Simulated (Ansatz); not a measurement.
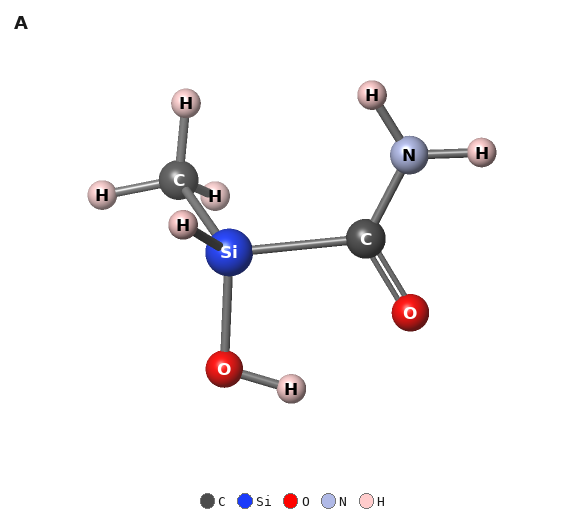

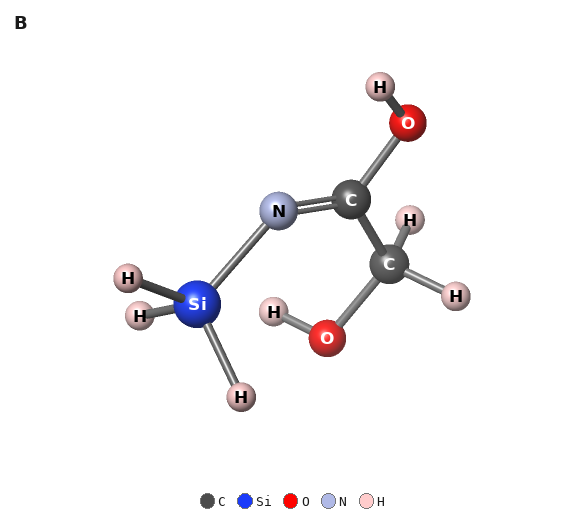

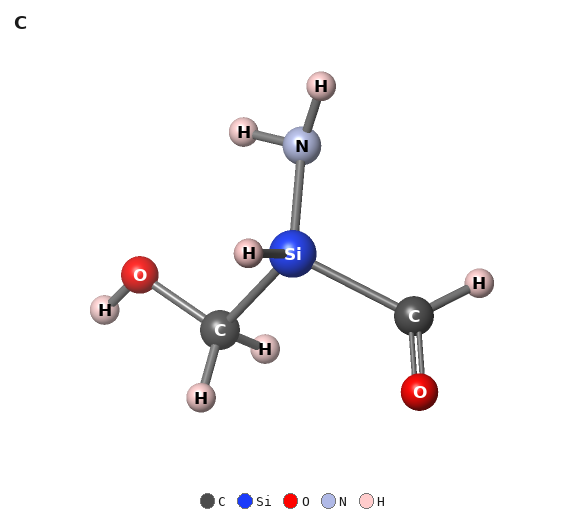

3 stationary structures of one formula. Geometries: PBE-D4/def2-SVP. Electronic energies: PBE-D4/def2-SVP (Ansatz 0.2.0), without zero-point energy. No frequency run is at hand to confirm each as a minimum. Each is one conformer, not always the lowest.

**Rank them by energy, lowest first.**

A is lowest; B lies 1.863 eV above it, C lies 2.345 eV above it. A is `C[Si@@H](O)C(N)=O`, B is `OC/C(O)=N\[SiH3]`, C is `N[Si@H](C=O)CO`.
